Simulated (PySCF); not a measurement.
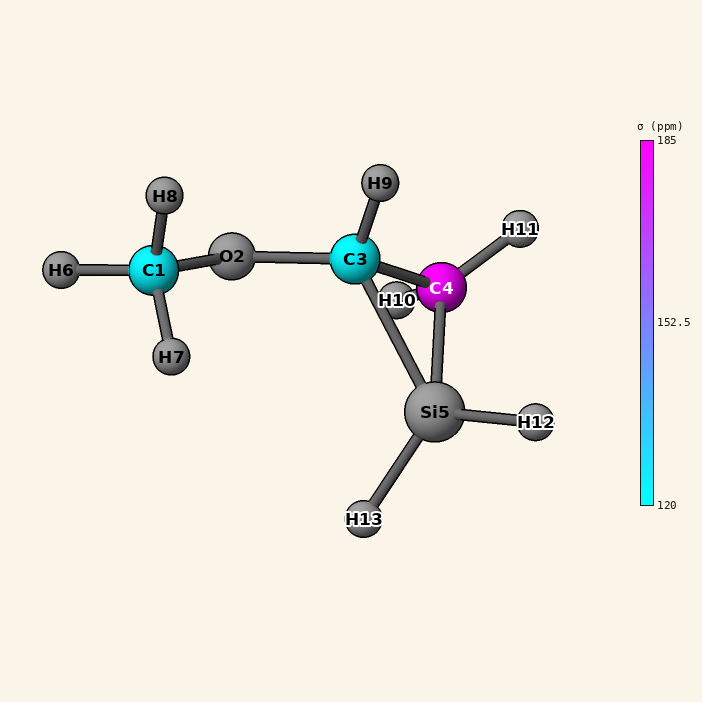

Atoms are coloured by their isotropic NMR shieldings (C only, the others grey). The computed structure is the end point of a GFN2-xTB optimisation. No frequency run is at hand to confirm it as a minimum. Properties computed with GIAO PBE0/pcSseg-1 NMR shielding, non-relativistic, gas phase (PySCF 2.14.0).

List the isotropic NMR shieldings of the C atoms.

```json
{"atom": "C1", "σ (ppm)": "123.1"}
{"atom": "C3", "σ (ppm)": "122.3"}
{"atom": "C4", "σ (ppm)": "183.7"}
```

The geometry is semi-empirical. Around Si such bond lengths and angles can be off by a tenth of an ångström or more and by several degrees, and values that hang on the shape move with them.
